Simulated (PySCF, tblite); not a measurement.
# C₄H₆BF₂S radical: geometry, infrared bands and EPR parameters

Wanted: the infrared bands and EPR parameters of C₄H₆BF₂S radical (`FB(F)[C@@H]1C[CH]CS1`), by calculation.

Computed with tblite 0.8.0 and PySCF 2.14.0, with density-fitted response routines of our own, on a single molecule in the gas phase. Atoms are numbered from 0 throughout.

### Step 1. Starting geometry

14 atoms, charge 0, multiplicity 2; geometry from: force field or distance geometry start.

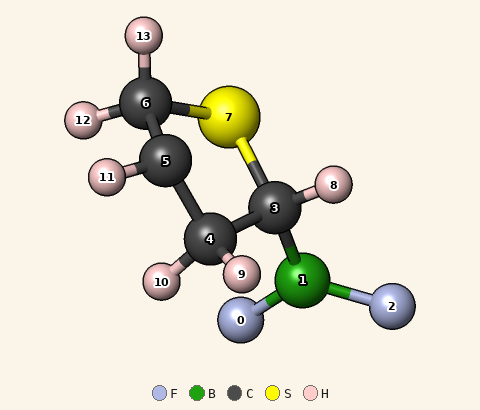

The starting geometry (fluorine light blue, boron green, carbon dark grey, sulfur yellow, hydrogen pink), atoms numbered.

### Step 2. Geometry optimisation with GFN2-xTB

The job: settings as JSON, then the geometry in Å.

```
{"job": {"kind": "relax", "xc": "GFN2-xTB", "basis": "xTB"}, "charge": 0, "multiplicity": 2}
F      2.438800     0.743000    -1.333000
B      2.225300    -0.156500    -0.234300
F      3.350500    -0.941200     0.278200
C      0.793500    -0.287300     0.447400
C     -0.267400    -0.774400    -0.518600
C     -1.602100    -0.359700     0.057700
C     -1.451800     1.068700     0.557200
S      0.268600     1.317200     1.127700
H      0.867900    -1.017700     1.301300
H     -0.230800    -1.877500    -0.643000
H     -0.148200    -0.289800    -1.523300
H     -2.421500    -0.452100    -0.681800
H     -1.669500     1.781700    -0.252600
H     -2.154000     1.245000     1.395000
```

On the command line:

```
$ OMP_NUM_THREADS=1 python probes_run.py task.json out
```

One launch serves the whole session: the jobs run in the order shown.

Output:

```text
step      E/eV     max force
  0    -695.26816    3.795
  1    -695.80633    2.561
  2    -695.99332    2.769
  3    -696.07484    0.580
  4    -696.10241    0.416
  5    -696.13264    0.366
  6    -696.14314    0.345
  7    -696.16579    0.337
  8    -696.17845    0.402
  9    -696.19253    0.342
 10    -696.20328    0.238
 11    -696.21308    0.223
 12    -696.21999    0.235
 13    -696.22547    0.214
 14    -696.23066    0.190
 15    -696.23581    0.219
 16    -696.23999    0.169
 17    -696.24229    0.095
 18    -696.24338    0.140
 19    -696.24401    0.126
 20    -696.24502    0.100
 21    -696.24614    0.064
 22    -696.24697    0.069
 23    -696.24798    0.081
 24    -696.24921    0.118
 25    -696.25098    0.155
 26    -696.25349    0.152
 27    -696.25559    0.100
 28    -696.25752    0.126
 29    -696.26026    0.164
 30    -696.26453    0.236
 31    -696.27031    0.264
 32    -696.27595    0.205
 33    -696.27979    0.125
 34    -696.27934    0.450
 35    -696.28370    0.133
 36    -696.28514    0.108
 37    -696.28811    0.109
 38    -696.28908    0.137
 39    -696.29023    0.114
 40    -696.29212    0.079
 41    -696.29266    0.085
 42    -696.29346    0.068
 43    -696.29412    0.086
 44    -696.29501    0.089
 45    -696.29593    0.088
 46    -696.29693    0.095
 47    -696.29781    0.072
 48    -696.29866    0.073
 49    -696.29944    0.076
 50    -696.30023    0.077
 51    -696.30089    0.060
 52    -696.30130    0.044
 53    -696.30153    0.047
 54    -696.30173    0.049
 55    -696.30197    0.040
 56    -696.30217    0.027
 57    -696.30229    0.019
 58    -696.30237    0.025
 59    -696.30250    0.026
 60    -696.30269    0.042
 61    -696.30294    0.052
 62    -696.30318    0.040
 63    -696.30338    0.038
 64    -696.30356    0.034
 65    -696.30371    0.028
 66    -696.30381    0.025
 67    -696.30388    0.025
 68    -696.30394    0.026
 69    -696.30404    0.027
 70    -696.30421    0.031
 71    -696.30441    0.031
 72    -696.30465    0.041
 73    -696.30492    0.045
 74    -696.30521    0.045
 75    -696.30553    0.051
 76    -696.30587    0.053
 77    -696.30628    0.051
 78    -696.30681    0.062
 79    -696.30735    0.074
 80    -696.30771    0.049
 81    -696.30793    0.042
 82    -696.30810    0.037
 83    -696.30825    0.045
 84    -696.30834    0.028
 85    -696.30841    0.017
 86    -696.30846    0.016
 87    -696.30849    0.012
 88    -696.30852    0.014
 89    -696.30855    0.014
 90    -696.30859    0.012
 91    -696.30861    0.014
 92    -696.30864    0.013
 93    -696.30866    0.014
 94    -696.30869    0.018
 95    -696.30874    0.024
 96    -696.30883    0.033
 97    -696.30896    0.044
 98    -696.30914    0.045
 99    -696.30938    0.040
100    -696.30969    0.047
101    -696.31005    0.046
102    -696.31042    0.050
103    -696.31079    0.060
104    -696.31115    0.047
105    -696.31144    0.057
106    -696.31133    0.115
107    -696.31188    0.062
108    -696.31205    0.037
109    -696.31228    0.028
110    -696.31246    0.051
111    -696.31272    0.029
112    -696.31290    0.032
113    -696.31307    0.076
114    -696.31336    0.065
115    -696.31404    0.059
116    -696.30635    0.319
117    -696.31476    0.141
118    -696.31520    0.091
119    -696.31661    0.079
120    -696.31347    0.366
121    -696.31837    0.073
122    -696.31977    0.080
123    -696.31739    0.461
124    -696.32193    0.079
125    -696.32334    0.089
126    -696.32165    0.324
127    -696.32629    0.099
128    -696.32763    0.088
129    -696.32688    0.202
130    -696.33018    0.061
131    -696.33098    0.062
132    -696.33216    0.112
133    -696.33292    0.069
134    -696.33373    0.090
135    -696.33485    0.108
136    -696.33580    0.089
137    -696.33657    0.149
138    -696.33733    0.090
139    -696.33799    0.194
140    -696.33886    0.128
141    -696.34031    0.073
142    -696.34120    0.074
143    -696.34205    0.048
144    -696.34200    0.165
145    -696.34261    0.079
146    -696.34302    0.062
147    -696.34320    0.040
148    -696.34334    0.034
149    -696.34338    0.020
150    -696.34341    0.017
151    -696.34343    0.017
152    -696.34346    0.008
```

Run time: 0.88 s. Hardware: 1 thread of Arm Neoverse V1, shared host.

Relaxation path: (not every step is listed)

| step | energy from step 0 (eV) | largest force (eV/Å) |
| --- | --- | --- |
| 0 | 0.0000 | 3.7950 |
| 1 | -0.5382 | 2.5608 |
| 2 | -0.7252 | 2.7689 |
| 3 | -0.8067 | 0.5797 |
| 4 | -0.8342 | 0.4158 |
| 5 | -0.8645 | 0.3657 |
| 6 | -0.8750 | 0.3446 |
| 7 | -0.8976 | 0.3370 |
| 8 | -0.9103 | 0.4020 |
| 21 | -0.9780 | 0.0642 |
| 34 | -1.0112 | 0.4503 |
| 47 | -1.0297 | 0.0721 |
| 60 | -1.0345 | 0.0424 |
| 73 | -1.0368 | 0.0449 |
| 86 | -1.0403 | 0.0162 |
| 99 | -1.0412 | 0.0399 |
| 112 | -1.0447 | 0.0324 |
| 125 | -1.0552 | 0.0890 |
| 138 | -1.0692 | 0.0898 |
| 147 | -1.0750 | 0.0405 |
| 148 | -1.0752 | 0.0341 |
| 149 | -1.0752 | 0.0198 |
| 150 | -1.0752 | 0.0172 |
| 151 | -1.0753 | 0.0170 |
| 152 | -1.0753 | 0.0082 |

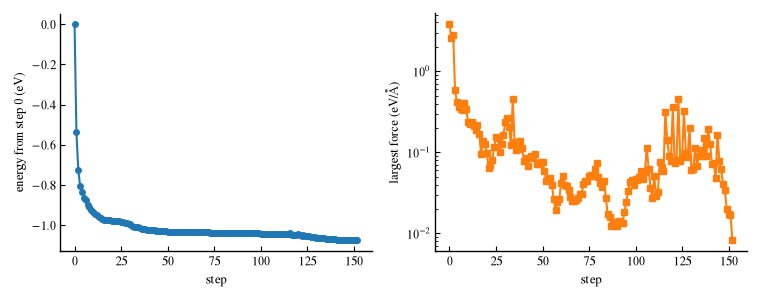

Energy and largest force along the relaxation.

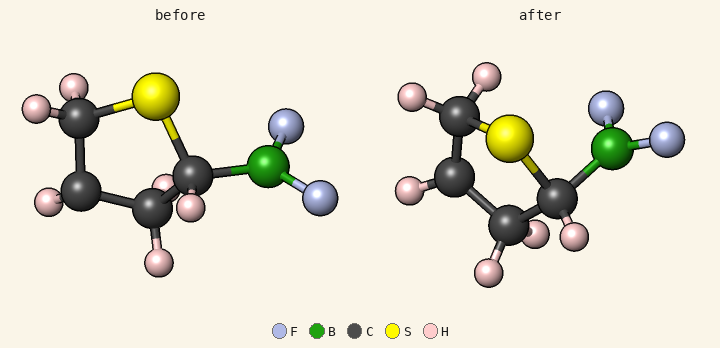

Before and after, at one scale.

Close pairs (by a distance rule), those that changed most:

| bond | before (Å) | after (Å) | change (Å) |
| --- | --- | --- | --- |
| B1–F2 | 1.464 | 1.321 | -0.144 |
| F0–B1 | 1.436 | 1.324 | -0.112 |
| C5–C6 | 1.521 | 1.461 | -0.060 |
| C3–S7 | 1.820 | 1.864 | +0.044 |
| C3–H8 | 1.126 | 1.088 | -0.038 |
| C5–H11 | 1.108 | 1.074 | -0.033 |
| C4–C5 | 1.512 | 1.481 | -0.031 |
| C4–H10 | 1.122 | 1.097 | -0.024 |

The final coordinates are the input of the step that follows.

### Step 3. Harmonic vibrations with GFN2-xTB

The job: settings as JSON, then the geometry in Å.

```
{"job": {"kind": "ir", "xc": "GFN2-xTB", "basis": "xTB"}, "charge": 0, "multiplicity": 2}
F      1.640605     1.187979    -1.101274
B      1.890818     0.266364    -0.184640
F      3.119545     0.301973     0.298032
C      0.793049    -0.711245     0.367587
C     -0.407564    -1.074771    -0.513112
C     -1.434809    -0.015828    -0.388305
C     -1.086558     1.117878     0.464895
S      0.147473     0.453275     1.671878
H      1.193455    -1.571830     0.899497
H     -0.828095    -2.040978    -0.207157
H     -0.079182    -1.193919    -1.553398
H     -2.442199    -0.182355    -0.721914
H     -0.576814     1.928227    -0.068093
H     -1.930402     1.534757     1.013838
```

Output:

```text
mode    cm-1     km/mol
  1      53.7      2.10
  2      75.6      0.76
  3      78.9      6.73
  4     148.7      5.99
  5     171.0      0.74
  6     314.2      5.20
  7     396.2     13.74
  8     429.2     33.60
  9     480.1     52.03
 10     495.2     69.71
 11     589.3     14.85
 12     668.3      5.08
 13     720.8      1.50
 14     737.4      7.48
 15     849.2      0.43
 16     906.9     12.90
 17     951.9      9.34
 18    1013.6      8.87
 19    1062.7     19.15
 20    1083.7      6.01
 21    1118.0      0.70
 22    1129.2      4.08
 23    1170.6     20.38
 24    1181.6    104.58
 25    1261.7    265.95
 26    1273.8    130.69
 27    1302.5    173.71
 28    1310.7     71.86
 29    1418.2      5.32
 30    1442.7      6.94
 31    2871.0     14.55
 32    2880.3      4.17
 33    2912.3     19.12
 34    2991.2      6.75
 35    3011.2      9.79
 36    3131.8     15.42
```

Run time: 0.4 s. Hardware: 1 thread of Arm Neoverse V1, shared host.

The strongest bands and the atoms that carry them (share of the mass-weighted mode):

| cm⁻¹ | km/mol | atoms |
| --- | --- | --- |
| 429 | 33.6 | F2 20 %, F0 19 %, S7 19 %, C3 11 % |
| 480 | 52.0 | B1 55 %, F2 11 % |
| 495 | 69.7 | B1 33 %, S7 18 % |
| 1182 | 104.6 | H8 44 %, B1 20 % |
| 1262 | 265.9 | B1 58 %, F0 16 % |
| 1274 | 130.7 | B1 28 %, C4 24 %, H9 13 %, C5 11 % |
| 1302 | 173.7 | H9 24 %, B1 23 %, C3 16 % |
| 1311 | 71.9 | C5 41 %, H11 14 % |

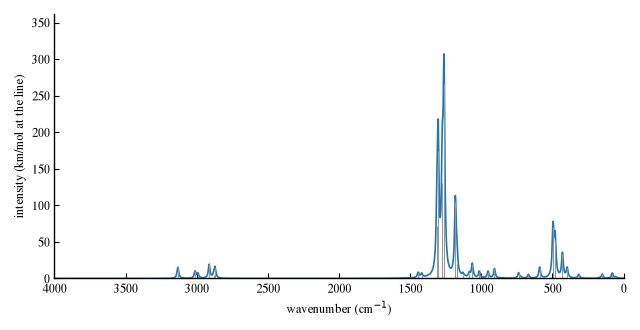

The infrared spectrum from these modes, unscaled. Lines are broadened to a width of 14 cm⁻¹ (Lorentzian).

### Step 4. EPR parameters: B3LYP/pcH-1

The job, as its differences from that of step 3:

```diff
@@ -1,2 +1,2 @@
-{"job": {"kind": "ir", "xc": "GFN2-xTB", "basis": "xTB"}, "charge": 0, "multiplicity": 2}
+{"job": {"kind": "epr", "basis": "pcH-1"}, "charge": 0, "multiplicity": 2}
 F      1.640605     1.187979    -1.101274
```

With the program's defaults for keys left out, this is: UKS B3LYP, pcH-1 on B C F H S, non-relativistic, mean-field spin-orbit, GIAO.

Output:

```text
UKS, coarse grid
  cycle   1  E = -778.78649628  |g| = 5.00e-01
  cycle   2  E = -778.71585023  |g| = 7.28e-01
  cycle   3  E = -778.86748420  |g| = 4.77e-02
  cycle   4  E = -778.86819942  |g| = 2.95e-02
  cycle   5  E = -778.86861058  |g| = 7.05e-03
  cycle   6  E = -778.86863610  |g| = 3.20e-03
  cycle   7  E = -778.86864067  |g| = 1.30e-03
  cycle   8  E = -778.86864134  |g| = 3.51e-04
UKS, final grid
  cycle   1  E = -778.86855734  |g| = 4.18e-04
  cycle   2  E = -778.86855725  |g| = 5.96e-04
  cycle   3  E = -778.86855743  |g| = 4.89e-05
  cycle   4  E = -778.86855743  |g| = 2.17e-05
E = -778.86855743 Eh   <S^2> = 0.7540 (exact 0.7500)
g shifts (ppm)      1          2          3
  rmc          -144       -144       -144
  gc             11          9         27
  oz_so       -1310        858       1505
  total       -1443        723       1388
hyperfine (MHz)  atom isotope    a_iso     a_fc   dipolar eigenvalues
    0   19F       1.08       1.08     -2.35     -1.99      4.34
    1   11B      -1.02      -1.02     -0.74     -0.43      1.17
    2   19F       0.61       0.61     -1.38     -0.34      1.71
    3   13C       8.13       8.14     -1.23     -0.62      1.86
    4   13C     -30.64     -30.65     -2.31      0.69      1.62
    5   13C      94.71      94.83    -80.82    -80.40    161.22
    6   13C     -33.24     -33.23     -3.33      0.11      3.22
    7   33S       3.56       3.54     -6.38     -5.23     11.61
    8    1H      -2.74      -2.74     -1.97     -1.33      3.30
    9    1H     102.28     102.28     -4.79     -4.12      8.91
   10    1H     104.76     104.76     -5.70     -3.31      9.01
   11    1H     -59.31     -59.32    -38.31     -0.56     38.87
   12    1H     133.42     133.42     -5.79     -3.10      8.89
   13    1H      34.20      34.21     -4.83     -3.69      8.52
```

Wall time 79 s (1 thread of Arm Neoverse V1, shared host); peak memory 1 GiB.

Principal g values 2.00088, 2.00304, 2.00371; g(iso) = 2.00254, against 2.00232 for a free electron.

Hyperfine couplings; where a row names several nuclei, a(iso) is their mean (it holds for fast rotation or exchange) and the dipolar term the largest among them:

| nuclei | isotope | a(iso) (MHz) | a(iso) (G, at g = 2.0023) | largest dipolar term (MHz) |
| --- | --- | --- | --- | --- |
| H12 | 1H | 133.4 | 47.6 | 8.9 |
| H10 | 1H | 104.8 | 37.4 | 9.0 |
| H9 | 1H | 102.3 | 36.5 | 8.9 |
| C5 | 13C | 94.7 | 33.8 | 161.2 |
| H11 | 1H | -59.3 | -21.2 | 38.9 |
| H13 | 1H | 34.2 | 12.2 | 8.5 |
| C6 | 13C | -33.2 | -11.9 | -3.3 |
| C4 | 13C | -30.6 | -10.9 | -2.3 |
| C3 | 13C | 8.1 | 2.9 | 1.9 |
| S7 | 33S | 3.6 | 1.3 | 11.6 |
| H8 | 1H | -2.7 | -1.0 | 3.3 |
| B1 | 11B | -1.0 | -0.4 | 1.2 |
| F0, F2 | 19F | 0.8 | 0.3 | 4.3 |

Mulliken spin populations:

F0 0.00; B1 0.00; F2 0.00; C3 0.01; C4 -0.08; C5 1.01; C6 -0.09; S7 0.05; H8 0.00; H9 0.04; H10 0.04; H11 -0.04; H12 0.05; H13 0.01

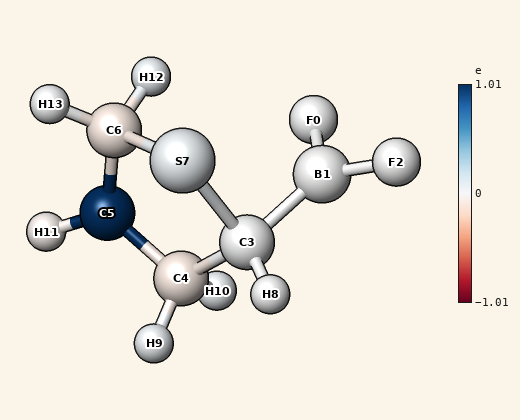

Mulliken spin populations, as colours on the atoms.

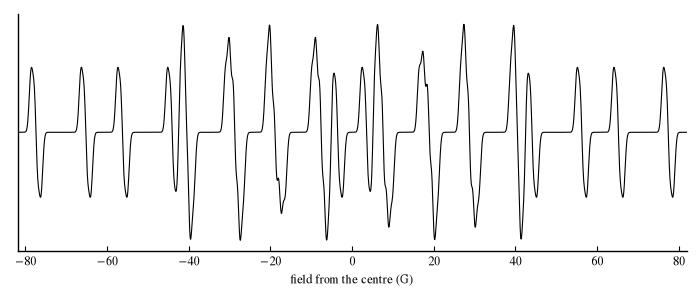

First-order isotropic spectrum (first derivative, main isotopes with spin only, couplings over 0.8 MHz, Gaussian width 0.4 G; couplings of the frozen geometry, rotation of groups not averaged beyond the rows shown).

The fields below are evaluated on a grid from the run's orbitals.

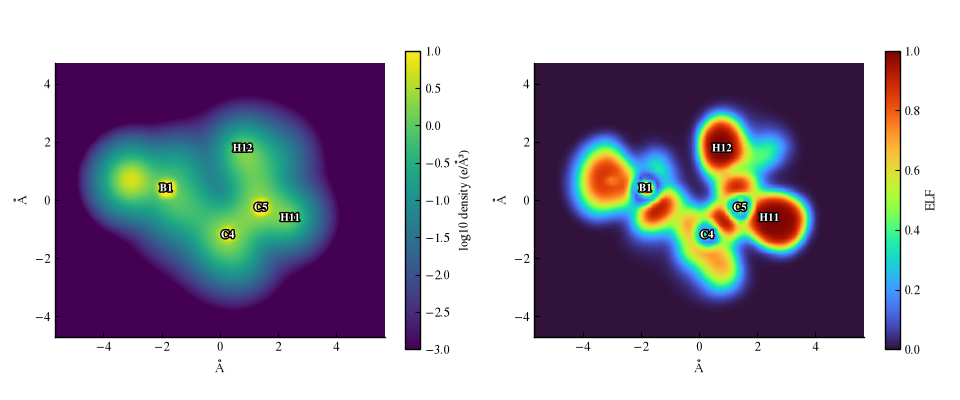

Density (left) and ELF (right) in a plane through or near 5 of the atoms.

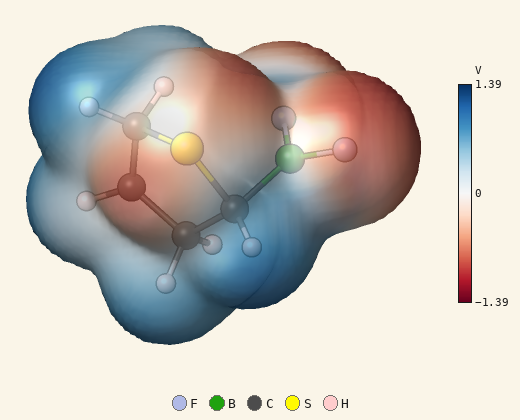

Electrostatic potential on the surface of density 0.002 e/bohr³; red is low, blue high. It runs from -0.93 V near F2 to 1.39 V near B1.

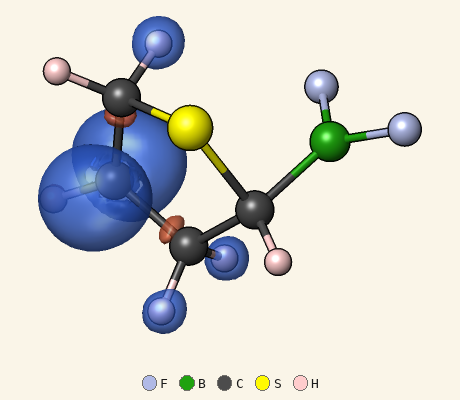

Spin density at ±0.04 e/Å³ (alpha excess blue, beta excess red).

### Step 5. Outcome

| quantity | value |
| --- | --- |
| strongest single infrared mode (GFN2-xTB) | 1262 cm⁻¹, 266 km/mol |
| zero-point energy (GFN2-xTB) | 59.5 kcal/mol |
| g(iso) (B3LYP) | 2.00254 |
| ⟨S²⟩ | 0.754 (exact 0.75) |
| largest a(iso) (averaged by class) | 1H on H12, 133.4 MHz |
| surface potential, least and greatest | -0.93 V and 1.39 V |

**Reading.** Over 152 steps the energy fell by 1.075 eV; of the close pairs, B1–F2 changed most, 1.464 to 1.321 Å. All 36 modes are real, so the xTB geometry is a minimum. The strongest single mode, at 1262 cm⁻¹, moves mainly B1. Unscaled tight-binding wavenumbers are off by several per cent, some by more. Its intensities can rank the bands wrongly. Most of the unpaired spin sits on C5 (1.01 e). The isotropic g lies 0.2 ppt above the free-electron value.
